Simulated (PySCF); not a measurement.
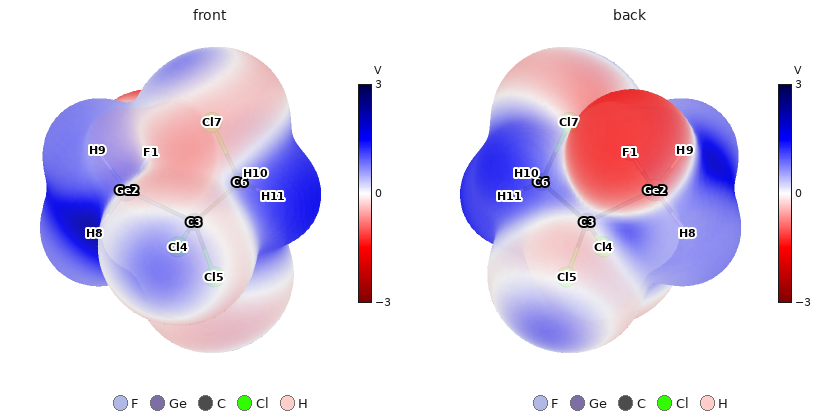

*C₂H₄Cl₃FGe (SMILES [F][GeH2][C](Cl)(Cl)CCl). The molecular electrostatic potential painted on the density surface at 0.002 e/bohr³, seen from the front and from behind; red is negative and blue positive.*

Geometry: GFN2-xTB.

Theory: PySCF 2.14.0, CAM-B3LYP/def2-SVPD, SCF density, gas phase.

Input

```
{"job": {"kind": "uv", "xc": "CAM-B3LYP", "basis": "def2-SVPD", "nstates": 8, "ntriplets": 3}, "charge": 0, "multiplicity": 1}
F      1.033702     0.463192     1.989365
Ge     1.496293     0.049784     0.356762
C     -0.245384    -0.564567    -0.444472
Cl    -0.018662    -0.607964    -2.206352
Cl    -0.578498    -2.209335     0.128919
C     -1.403628     0.330946    -0.096363
Cl    -0.838947     1.989339    -0.320898
H      2.407807    -1.127509     0.546759
H      2.093696     1.301200    -0.211038
H     -1.662075     0.212030     0.957085
H     -2.278880     0.165554    -0.725731
```

Run with:

```sh
OMP_NUM_THREADS=1 python probes_run.py task.json out
```

**Which sites attract a positive test charge, and which a negative one?**

A positive charge is drawn to the negative regions and a negative charge to the positive ones. The most negative region (about −1.2 V) lies over F1, the most positive (about +2.0 V) over Ge2. Cl4 shows a σ-hole: about +0.8 V at the tip opposite its bond, against about −0.1 V on its flanks. Cl5 shows a σ-hole: about +0.8 V at the tip opposite its bond, against about −0.1 V on its flanks. Cl7 shows a σ-hole: about +0.6 V at the tip opposite its bond, against about −0.3 V on its flanks.
